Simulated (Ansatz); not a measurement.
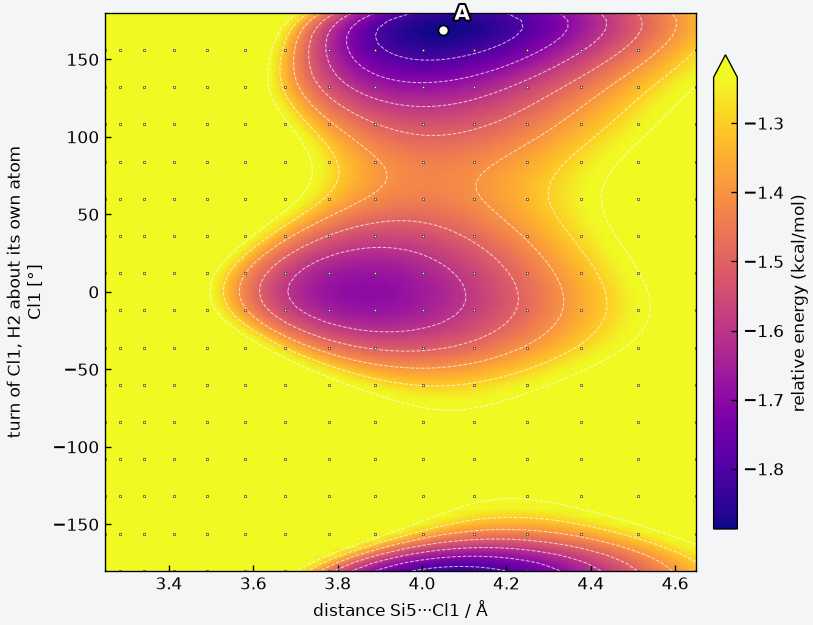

The pair ClH···CH₆OSi. The turn is about an axis along (−0.05, −0.96, −0.28) in the frame of the relaxed pair, normal to the line between the partners. Coordinates scanned: (1) distance Si5···Cl1; (2) turn of Cl1, H2 about its own atom Cl1. The grid has 15 × 15 points. Points are written as (first, second). Energies: kcal/mol, counted from the two partners far apart, frozen as in the relaxed pair, each in its own basis (no counterpoise correction). Method: RKS PBE0-D4/def2-SVPD in Ansatz 0.2.0.

The picture shows a smooth colour map with a few white contour lines, dots at the grid points, one colour for all values above the top of the scale, the well A. Between grid points the surface is interpolated.

Q: Where is the minimum, and how stiff is the well along each coordinate? Take the well at A.

A: The interpolated minimum is at distance Si5···Cl1 ≈ 4.049 Å, the second coordinate ≈ 169°. The curvatures there are about 0.26 eV/Å² and 0.11 eV/rad², with a cross term of about −0.036 eV/(Å·rad). Round the minimum the valley is somewhat tilted: raising distance Si5···Cl1 shifts the best value of the second coordinate upwards (coupling k₁₂/√(k₁₁k₂₂) about −0.2). (1 eV is 23.1 kcal/mol.)
